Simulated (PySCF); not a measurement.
Consider C₃H₁₂B₂N₂.

```yaml
atoms:
  - { symbol: C, position_ang: [2.4886, -0.7180, 0.2761] }
  - { symbol: C, position_ang: [1.8691, 0.3463, -0.2105] }
  - { symbol: B, position_ang: [0.3292, 0.4638, -0.6086] }
  - { symbol: N, position_ang: [-0.3482, 1.7599, 0.0181] }
  - { symbol: B, position_ang: [-1.3946, 0.8007, 0.7318] }
  - { symbol: N, position_ang: [-0.6192, -0.4919, 0.2274] }
  - { symbol: C, position_ang: [-1.3568, -1.5388, -0.4632] }
  - { symbol: H, position_ang: [3.5437, -0.7349, 0.5065] }
  - { symbol: H, position_ang: [1.9709, -1.6485, 0.4608] }
  - { symbol: H, position_ang: [2.4802, 1.2305, -0.3795] }
  - { symbol: H, position_ang: [0.1193, 0.3849, -1.7761] }
  - { symbol: H, position_ang: [-0.7378, 2.4194, -0.6423] }
  - { symbol: H, position_ang: [0.2491, 2.2704, 0.6560] }
  - { symbol: H, position_ang: [-2.4698, 0.8843, 0.2389] }
  - { symbol: H, position_ang: [-1.3775, 0.9115, 1.9151] }
  - { symbol: H, position_ang: [-0.1010, -0.9192, 0.9864] }
  - { symbol: H, position_ang: [-1.9211, -1.0950, -1.2805] }
  - { symbol: H, position_ang: [-0.6757, -2.2850, -0.8774] }
  - { symbol: H, position_ang: [-2.0583, -2.0310, 0.2135] }
```

Geometry: GFN2-xTB.

Computed with PBE0/def2-SVPD, SCF density, gas phase in PySCF 2.14.0.

**What can the converged electron density and electron localisation function tell about the bonding?**

C–C (1.32 Å): the density is about 2.3 e/Å³ at the midpoint; the ELF peaks at about 0.90 between the atoms; a short, multiple covalent bond.
C–B (1.59 Å): ρ at the midpoint is about 1.4 e/Å³; the ELF peaks at about 1 between the atoms (a covalent bond).
C–H (1.08 Å): ρ at the midpoint is about 2 e/Å³; the ELF climbs to about 1 towards the hydrogen, as it does in any bond to H (a covalent bond by its length).

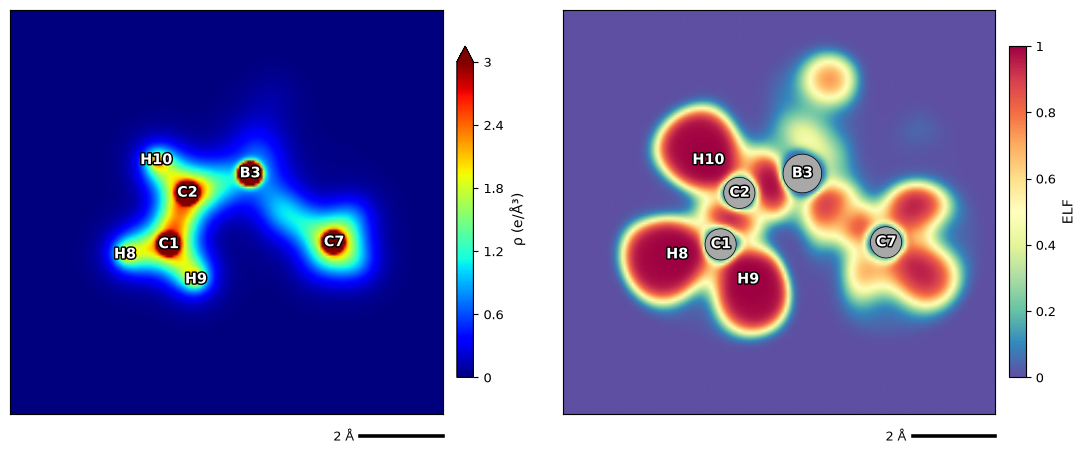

Computed electron density and electron localisation function on the plane of atoms C1, C2 and B3, in this order. Grey discs cover the atomic cores in the ELF map. 
